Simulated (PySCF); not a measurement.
Br$_{3}$STa (SMILES [S]=[Ta]([Br])([Br])[Br])

| atom | x (Å) | y (Å) | z (Å) |
| --- | --- | --- | --- |
| Ta | 0.0103 | -0.0154 | 0.0112 |
| S | 0.0470 | -0.1896 | 2.1438 |
| Br | 2.3002 | 0.0064 | -0.7744 |
| Br | -1.1663 | 2.0367 | -0.5235 |
| Br | -1.1163 | -1.9486 | -0.9193 |

Geometry: PBE0-D3(BJ)/def2-SVP; core potentials replace the inner electrons of Ta.

Computed with CAM-B3LYP/def2-SVPD, SCF density, gas phase, scalar-relativistic core potentials on the heavy atoms (PySCF 2.14.0).

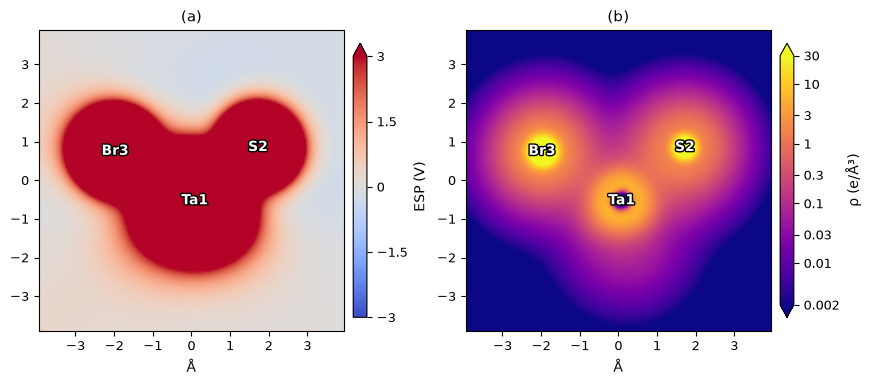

Figure 1. (a) molecular electrostatic potential; (b) electron density on the plane of atoms S2, Ta1 and Br3.

Question: What does the map show?

Answer:
- The section cuts through Ta, S and Br sites.
- Ta–S (2.14 Å): ρ at the midpoint is about 1 e/Å³.
- Ta–Br (2.42 Å): ρ is about 0.63 e/Å³ halfway.
- The potential has no marked negative region in this plane.

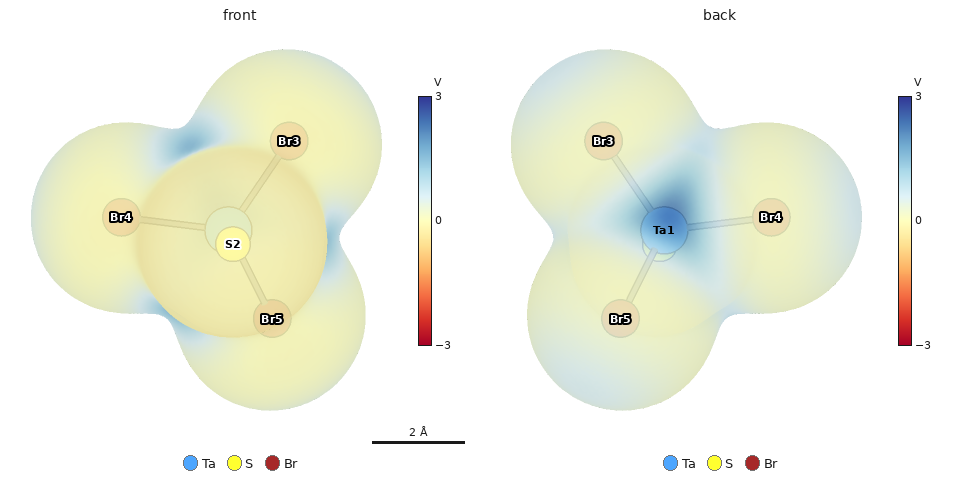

Figure 2. The electrostatic potential painted on the density surface at 0.002 e/bohr³, seen from the front and from behind; the colour scale runs from red (negative) to blue (positive).

Question: Describe the electrostatic potential map.

Answer: The most negative region (about −0.2 V) lies over S2, the most positive (about +2.0 V) over Ta1. Br3 shows a σ-hole: about +0.6 V at the tip opposite its bond, against about +0.1 V on its flanks. Br4 shows a σ-hole: about +0.6 V at the tip opposite its bond, against about +0.1 V on its flanks. Br5 shows a σ-hole: about +0.6 V at the tip opposite its bond, against about +0.1 V on its flanks.
